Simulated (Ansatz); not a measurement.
## Geometry relaxation of SiH$_{5}$O$_{2}$ (charge +1) (part 2 of 2)

Continued. System: SiH$_{5}$O$_{2}$, charge +1. Method: RKS PBE0-D4/def2-TZVP (Ansatz 0.2.0). 

Geometry of the input (Å):
```
O  -1.0850  -0.0823  -0.9669
Si -0.1484  0.7111  0.0455
O  0.8792  -0.7411  0.5758
H  -1.8105  0.1776  -1.5308
H  0.9131  1.4876  -0.5561
H  -0.7281  1.0167  1.3347
H  1.4842  -1.1540  -0.0618
H  0.4956  -1.4155  1.1596
```

Trajectory as extended XYZ, continued
```
8
Properties=species:S:1:pos:R:3:forces:R:3 step=7 energy=-12041.87488
O    -1.1164   -0.1102   -0.9898   -0.0095  -0.0005  -0.0012
Si   -0.1501    0.6480    0.0301    0.0043   0.0028   0.0029
O     0.8750   -0.7515    0.5702    0.0021   0.0019   0.0007
H    -1.8206    0.2497   -1.5337    0.0074  -0.0021   0.0004
H     0.8912    1.5037   -0.5529   -0.0027  -0.0003   0.0008
H    -0.7227    1.0361    1.3255    0.0013  -0.0007  -0.0020
H     1.5200   -1.1575   -0.0317   -0.0017  -0.0002  -0.0007
H     0.5236   -1.4182    1.1823   -0.0013  -0.0008  -0.0010
8
Properties=species:S:1:pos:R:3:forces:R:3 step=8 energy=-12041.87492
O    -1.1172   -0.1118   -0.9877   -0.0098   0.0055   0.0008
Si   -0.1504    0.6481    0.0308    0.0071  -0.0026   0.0037
O     0.8760   -0.7509    0.5711   -0.0037   0.0072  -0.0039
H    -1.8175    0.2499   -1.5356    0.0088  -0.0049   0.0003
H     0.8900    1.5042   -0.5536   -0.0040  -0.0006   0.0013
H    -0.7221    1.0366    1.3265    0.0016  -0.0012  -0.0031
H     1.5183   -1.1577   -0.0331   -0.0002  -0.0017   0.0005
H     0.5231   -1.4184    1.1815    0.0001  -0.0017   0.0003
8
Properties=species:S:1:pos:R:3:forces:R:3 step=9 energy=-12041.87501
O    -1.1212   -0.1158   -0.9800   -0.0210   0.0199  -0.0041
Si   -0.1513    0.6481    0.0333    0.0075  -0.0062   0.0043
O     0.8784   -0.7496    0.5731   -0.0103   0.0087  -0.0150
H    -1.8066    0.2513   -1.5436    0.0208  -0.0158   0.0065
H     0.8846    1.5061   -0.5564   -0.0035  -0.0019   0.0024
H    -0.7196    1.0375    1.3302    0.0033  -0.0035  -0.0026
H     1.5129   -1.1593   -0.0376    0.0001  -0.0012   0.0053
H     0.5230   -1.4183    1.1810    0.0031   0.0001   0.0032
8
Properties=species:S:1:pos:R:3:forces:R:3 step=10 energy=-12041.87502
O    -1.1356   -0.1257   -0.9573   -0.1432   0.1189  -0.1122
Si   -0.1558    0.6485    0.0404    0.0247  -0.0289   0.0138
O     0.8832   -0.7459    0.5760   -0.0051  -0.0035  -0.0475
H    -1.7735    0.2558   -1.5711    0.1348  -0.0980   0.1088
H     0.8697    1.5094   -0.5639   -0.0111   0.0021   0.0026
H    -0.7108    1.0366    1.3433    0.0032  -0.0035  -0.0056
H     1.4966   -1.1645   -0.0513   -0.0143   0.0089   0.0310
H     0.5263   -1.4143    1.1838    0.0111   0.0040   0.0092
8
Properties=species:S:1:pos:R:3:forces:R:3 step=11 energy=-12041.88940
O    -1.2361   -0.0840   -0.8964   -0.1176   0.0641  -0.0920
Si   -0.1827    0.6392    0.0589   -0.0137   0.1450   0.0403
O     0.8759   -0.7499    0.5465    0.0532  -0.1040   0.0583
H    -1.6282    0.2526   -1.7084    0.0937  -0.0517   0.0969
H     0.8037    1.5265   -0.5747   -0.0339  -0.0179  -0.0139
H    -0.6649    0.9841    1.4036   -0.0191  -0.0261  -0.0582
H     1.4210   -1.2269   -0.0998    0.0025  -0.0247   0.0024
H     0.6114   -1.3415    1.2704    0.0348   0.0153  -0.0338
8
Properties=species:S:1:pos:R:3:forces:R:3 step=12 energy=-12041.72014 accepted=F
O    -1.3375   -0.0310   -0.8288   -0.5167   0.9186  -3.3275
Si   -0.2065    0.6370    0.0831   -0.0633   0.1805   0.0766
O     0.8695   -0.7584    0.5181    0.1200  -0.6982   0.6018
H    -1.4770    0.2365   -1.8336    0.4451  -0.8878   3.2914
H     0.7416    1.5400   -0.5894   -0.0278  -0.0499   0.0176
H    -0.6365    0.9447    1.4572   -0.0022  -0.0211  -0.1226
H     1.3503   -1.2879   -0.1491   -0.1892   0.1315   0.3223
H     0.6961   -1.2809    1.3424    0.2341   0.4264  -0.8597
8
Properties=species:S:1:pos:R:3:forces:R:3 step=13 energy=-12041.90044
O    -1.3000   -0.0332   -0.8576   -0.0141   0.1378  -0.0977
Si   -0.1946    0.6498    0.0744   -0.1094  -0.1219  -0.1690
O     0.8777   -0.7601    0.5376    0.0517   0.0141  -0.0806
H    -1.5460    0.2246   -1.7535    0.0998  -0.0657   0.1868
H     0.7818    1.5247   -0.5844    0.0231   0.0129  -0.0070
H    -0.6716    0.9795    1.4163    0.0057  -0.0078   0.0815
H     1.3947   -1.2529   -0.1222   -0.0480   0.0424   0.0668
H     0.6580   -1.3323    1.2893   -0.0087  -0.0117   0.0192
8
Properties=species:S:1:pos:R:3:forces:R:3 step=14 energy=-12041.90461
O    -1.3350    0.0018   -0.8270   -0.2080   0.0236  -0.2738
Si   -0.2091    0.6598    0.0838    0.1810   0.0014   0.0572
O     0.8647   -0.7573    0.5248    0.0686   0.0036   0.0095
H    -1.4629    0.1711   -1.7663   -0.0148  -0.0438   0.1218
H     0.7682    1.5237   -0.5906    0.0038   0.0107   0.0028
H    -0.6535    0.9796    1.4391   -0.0347   0.0094   0.0511
H     1.3693   -1.2477   -0.1435    0.0075  -0.0036   0.0265
H     0.6583   -1.3308    1.2796   -0.0034  -0.0014   0.0048
8
Properties=species:S:1:pos:R:3:forces:R:3 step=15 energy=-12041.90763
O    -1.3528    0.0148   -0.8329   -0.0085   0.0585  -0.0683
Si   -0.2083    0.6529    0.0784   -0.0026  -0.0095   0.0097
O     0.8698   -0.7609    0.5278   -0.0080   0.0080   0.0224
H    -1.4747    0.1803   -1.7729   -0.0017  -0.0333   0.0700
H     0.7691    1.5203   -0.5919    0.0075  -0.0153  -0.0063
H    -0.6537    0.9730    1.4361   -0.0165  -0.0118   0.0054
H     1.3860   -1.2499   -0.1316    0.0289  -0.0209  -0.0024
H     0.6647   -1.3306    1.2869    0.0008   0.0243  -0.0304
8
Properties=species:S:1:pos:R:3:forces:R:3 step=16 energy=-12041.90318 accepted=F
O    -1.3549    0.0320   -0.8265    0.0402  -0.0280   0.1564
Si   -0.1950    0.6421    0.0867   -0.2992   0.2707  -0.2342
O     0.8670   -0.7599    0.5219    0.0765  -0.1080   0.1162
H    -1.4728    0.1631   -1.7690    0.0105   0.0195  -0.0704
H     0.7661    1.5191   -0.5916    0.0755  -0.0263   0.0115
H    -0.6575    0.9789    1.4334    0.0243  -0.0547   0.0506
H     1.3961   -1.2433   -0.1298    0.0672  -0.0406  -0.0590
H     0.6509   -1.3319    1.2749    0.0050  -0.0326   0.0289
8
Properties=species:S:1:pos:R:3:forces:R:3 step=17 energy=-12041.90834
O    -1.3578    0.0227   -0.8318    0.0093   0.0366   0.0185
Si   -0.2081    0.6525    0.0787   -0.0242   0.0026  -0.0107
O     0.8699   -0.7604    0.5265    0.0248  -0.0129  -0.0283
H    -1.4750    0.1772   -1.7726   -0.0072  -0.0164  -0.0062
H     0.7716    1.5161   -0.5931    0.0062  -0.0082  -0.0001
H    -0.6562    0.9699    1.4365   -0.0046  -0.0088  -0.0009
H     1.3921   -1.2494   -0.1295    0.0013   0.0111   0.0249
H     0.6636   -1.3287    1.2853   -0.0056  -0.0041   0.0029
8
Properties=species:S:1:pos:R:3:forces:R:3 step=18 energy=-12041.91067
O    -1.3956    0.0671   -0.8166    0.0280   0.0152  -0.0126
Si   -0.2107    0.6541    0.0757   -0.0566  -0.0035   0.0002
O     0.8575   -0.7691    0.5198    0.0409  -0.0097  -0.0440
H    -1.4823    0.1517   -1.7701    0.0015  -0.0100   0.0289
H     0.7888    1.4882   -0.6028    0.0081   0.0087  -0.0039
H    -0.6546    0.9729    1.4349    0.0183   0.0033  -0.0177
H     1.4599   -1.2100   -0.1013   -0.0402   0.0290   0.0488
H     0.6372   -1.3549    1.2604    0.0001  -0.0330   0.0003
8
Properties=species:S:1:pos:R:3:forces:R:3 step=19 energy=-12041.78510 accepted=F
O    -1.3745    0.0892   -0.8220   -1.1786  -0.5211  -0.3673
Si   -0.2660    0.7206    0.0588    2.3111  -0.1742   0.7871
O     0.8710   -0.7617    0.5661   -0.2731   0.4727  -0.4075
H    -1.4959    0.0916   -1.7639   -0.0869   0.0115  -0.5374
H     0.8277    1.4889   -0.6031   -0.4216  -0.0834   0.1452
H    -0.6271    0.9602    1.4349   -0.3348   0.2963   0.3086
H     1.4358   -1.1696   -0.1069    0.0457  -0.0693   0.0991
H     0.6291   -1.4192    1.2362   -0.0617   0.0675  -0.0277
8
Properties=species:S:1:pos:R:3:forces:R:3 step=20 energy=-12041.91172
O    -1.3999    0.0684   -0.8096    0.0022   0.0132  -0.0050
Si   -0.2114    0.6560    0.0760   -0.0071  -0.0078  -0.0039
O     0.8550   -0.7691    0.5230    0.0134  -0.0030  -0.0083
H    -1.4904    0.1443   -1.7631    0.0041  -0.0112   0.0148
H     0.7954    1.4769   -0.6087    0.0012   0.0107  -0.0029
H    -0.6500    0.9883    1.4329    0.0063  -0.0002  -0.0081
H     1.4876   -1.1826   -0.0854   -0.0181   0.0150   0.0169
H     0.6136   -1.3821    1.2349   -0.0021  -0.0168  -0.0034
8
Properties=species:S:1:pos:R:3:forces:R:3 step=21 energy=-12041.91217
O    -1.4139    0.0874   -0.7941   -0.0266  -0.0130  -0.0729
Si   -0.2094    0.6619    0.0759    0.0265   0.0028   0.0177
O     0.8491   -0.7696    0.5262    0.0933  -0.1382  -0.0450
H    -1.4949    0.1136   -1.7520    0.0101  -0.0013   0.0625
H     0.8061    1.4660   -0.6181   -0.0044  -0.0054   0.0066
H    -0.6406    1.0050    1.4311   -0.0062   0.0178   0.0024
H     1.5311   -1.1413   -0.0608   -0.1398   0.0617   0.1307
H     0.5724   -1.4230    1.1918    0.0472   0.0756  -0.1020
8
Properties=species:S:1:pos:R:3:forces:R:3 step=22 energy=-12041.91274
O    -1.4087    0.0789   -0.7948   -0.0203  -0.0020  -0.0180
Si   -0.2100    0.6616    0.0784    0.0332   0.0056  -0.0073
O     0.8516   -0.7689    0.5270    0.0165  -0.0450  -0.0023
H    -1.4912    0.1160   -1.7513    0.0038  -0.0040   0.0162
H     0.8042    1.4677   -0.6149   -0.0047  -0.0042   0.0028
H    -0.6433    1.0123    1.4312   -0.0031  -0.0041   0.0056
H     1.5212   -1.1456   -0.0667   -0.0454   0.0238   0.0473
H     0.5761   -1.4221    1.1911    0.0199   0.0299  -0.0443
8
Properties=species:S:1:pos:R:3:forces:R:3 step=23 energy=-12041.91310
O    -1.4165    0.0882   -0.7881    0.0062   0.0029   0.0072
Si   -0.2086    0.6642    0.0781   -0.0211  -0.0040   0.0142
O     0.8459   -0.7709    0.5256    0.0167  -0.0095  -0.0068
H    -1.4903    0.1027   -1.7455   -0.0036  -0.0003  -0.0074
H     0.8087    1.4620   -0.6189    0.0070  -0.0017  -0.0020
H    -0.6400    1.0192    1.4307    0.0022   0.0022  -0.0065
H     1.5376   -1.1274   -0.0528    0.0002   0.0042   0.0033
H     0.5632   -1.4380    1.1710   -0.0075   0.0062  -0.0020
8
Properties=species:S:1:pos:R:3:forces:R:3 step=24 energy=-12041.91322
O    -1.4237    0.0952   -0.7815    0.0054  -0.0006  -0.0069
Si   -0.2095    0.6659    0.0791    0.0005  -0.0042   0.0007
O     0.8430   -0.7723    0.5253    0.0147  -0.0362  -0.0015
H    -1.4932    0.0922   -1.7397   -0.0024   0.0004   0.0087
H     0.8151    1.4514   -0.6221   -0.0014   0.0038  -0.0006
H    -0.6386    1.0311    1.4293    0.0021  -0.0007  -0.0019
H     1.5581   -1.1069   -0.0386   -0.0254   0.0128   0.0229
H     0.5488   -1.4565    1.1482    0.0066   0.0247  -0.0215
8
Properties=species:S:1:pos:R:3:forces:R:3 step=25 energy=-12041.91327
O    -1.4237    0.0939   -0.7805    0.0069   0.0013  -0.0030
Si   -0.2087    0.6656    0.0783   -0.0051  -0.0015   0.0066
O     0.8424   -0.7728    0.5259    0.0070  -0.0113  -0.0065
H    -1.4955    0.0930   -1.7384   -0.0026  -0.0016   0.0029
H     0.8147    1.4515   -0.6241    0.0009  -0.0010   0.0000
H    -0.6365    1.0320    1.4286   -0.0003   0.0011  -0.0011
H     1.5626   -1.1032   -0.0331   -0.0075   0.0028   0.0079
H     0.5446   -1.4599    1.1433    0.0007   0.0102  -0.0068
8
Properties=species:S:1:pos:R:3:forces:R:3 step=26 energy=-12041.91328
O    -1.4233    0.0932   -0.7800    0.0040   0.0029  -0.0012
Si   -0.2086    0.6659    0.0786   -0.0018  -0.0027   0.0015
O     0.8422   -0.7728    0.5255    0.0018   0.0007  -0.0034
H    -1.4954    0.0923   -1.7378   -0.0026  -0.0015   0.0009
H     0.8151    1.4512   -0.6241   -0.0002   0.0008   0.0006
H    -0.6363    1.0328    1.4288   -0.0005   0.0011  -0.0007
H     1.5633   -1.1023   -0.0324    0.0007  -0.0007   0.0009
H     0.5431   -1.4602    1.1414   -0.0013  -0.0005   0.0013
```

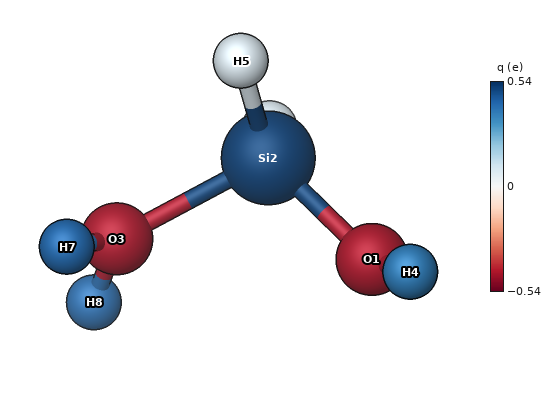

Figure 1. Mulliken charges, as the colour of each atom (ball-and-stick view, seen at a tilt; atoms are numbered from 1 in the order of the input). By element: O −0.44, Si +0.51 and H +0.07 to +0.42 e.

Results in brief

```csv
quantity,value
outcome,converged
total energy,−12041.9133 eV
mean-field energy,−12041.8413 eV
dispersion energy,−0.0720 eV
SCF solution under orbital rotations,stable
largest force (length of the vector) at the end,0.005 eV/Å
hardware,"2 threads of Intel Xeon @ 2.50GHz, 11 GiB of memory available, shared host"
wall time,65 s (CPU time 2 min)
peak memory,0.24 GiB
```
